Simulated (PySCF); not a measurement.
## A study: F4Ge, SMILES `F[Ge](F)(F)F`

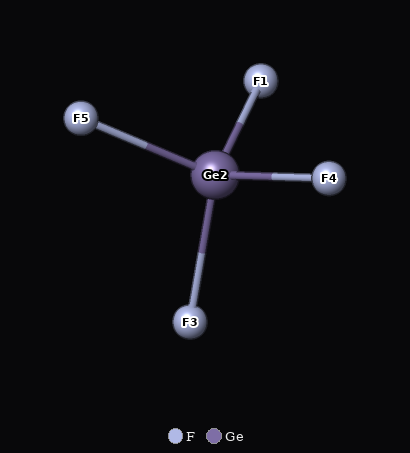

The molecule, with its atoms numbered as below. No frequency check shows the geometry to be a minimum.

Geometry (Å), atoms numbered from 1:

```
F1       0.3591    1.3181   -0.9658
Ge2      0.0000   -0.0002   -0.0000
F3      -0.3592   -1.3178   -0.9657
F4       1.3180   -0.3589    0.9658
F5      -1.3181    0.3594    0.9658
```

## 1. Bonding charge

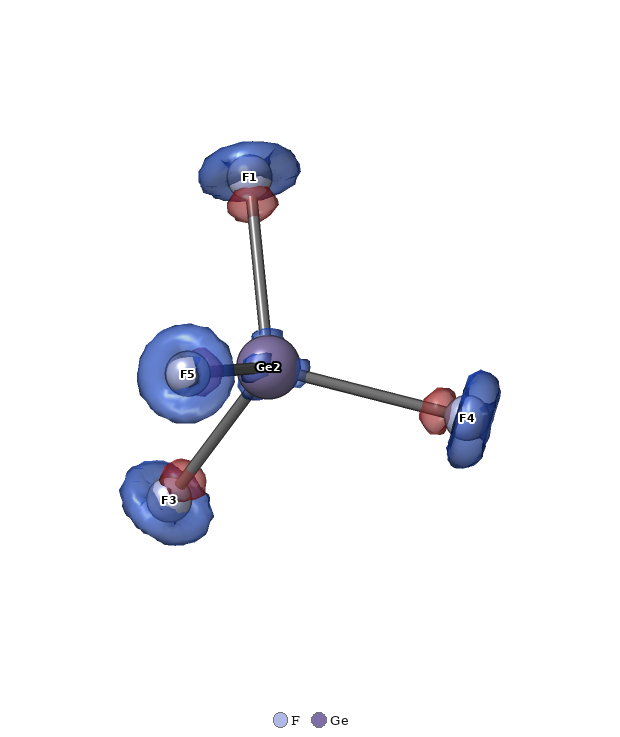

Deformation density (molecule less spherical, spin-averaged free atoms at the same positions), surfaces at ±0.3 e/Å³; blue: gain, red: loss.

PySCF calculation, B3LYP/def2-SVPD, gas phase; geometry: GFN2-xTB.

Question: Describe the bonding that the map shows.

Answer: Ge2–F3, Ge2–F4, Ge2–F5 and F1–Ge2: −0.01 e/Å³ at the bond critical point (bond length 1.67 Å); up to 0.6 Å beside the axis the gain reaches +0.15 e/Å³. In all, 1.3 electrons gather in the regions of gain relative to the promolecule. A small or negative value marks a very polar bond, one between electron-rich atoms, whose free-atom densities already overlap strongly, a long bond to a heavier atom, or a closed-shell contact such as a hydrogen bond.

Question: Where do the Hirshfeld charges lie?

Answer: The highest Hirshfeld charge is on Ge2 (+0.78 e), the lowest on F1, F3, F4 and F5 (−0.19 e).

## 2. Bond critical points

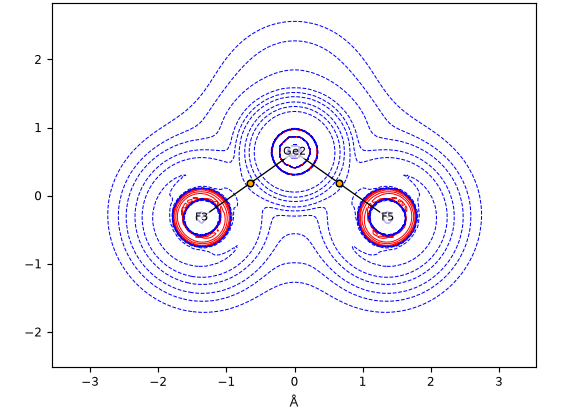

Negative Laplacian of the density (−∇²ρ) in the plane of Ge2, F3 and F5 (solid red lines positive, dashed blue lines negative, contours at ±0.02 to ±8 a.u.), with bond paths and bond critical points (dots).

Question: Sort the bonds in the plane by the sign of ∇²ρ at their critical points.

Answer: At none is it concentrated. Depleted (∇²ρ > 0): Ge2–F3 and Ge2–F5 (+1.12 a.u., H = −0.025).

## 3. Electrostatic potential

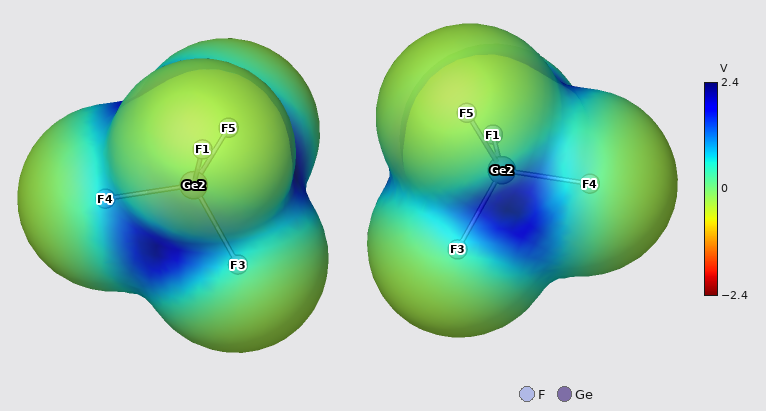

Electrostatic potential on the surface of electron density 0.001 a.u. (back view left, front view right).

Question: Where are the extremes of the potential on the surface?

Answer: Highest: 2.31 V, off the Ge2–F3 bond (1.9 to 2.0 Å from its atoms). Lowest: −0.32 V, 1.6 Å from F5, and at like points elsewhere. The surface is sampled at points, so like sites can differ by a few per cent and only the strongest of them is named.

Question: What volume does the surface enclose, and what is the dipole moment?

Answer: About 76 Å³; the dipole moment is 0.0 D.

## 4. In an electric field

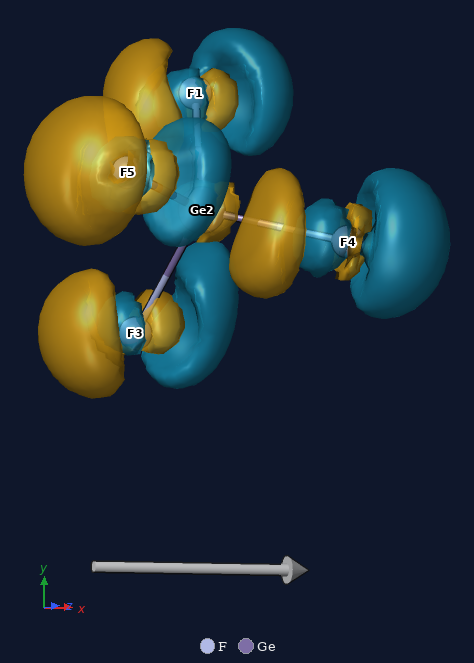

Change of the electron density in a uniform field of 0.21 V/Å along +x (arrow), surfaces at ±0.0015 e/Å³ (yellow: gain, teal: loss).

Question: How large is the response?

Answer: The induced dipole is 0.27 D (along the field); α along this axis, from the fields in both directions, is 26 bohr³ (3.9 Å³).

Question: Which atoms gain and lose the most charge?

Answer: Electrons gather most on F5 (Hirshfeld charge changes by −0.008 e) and leave F4 most (+0.008 e); 0.030 electrons are displaced in all.
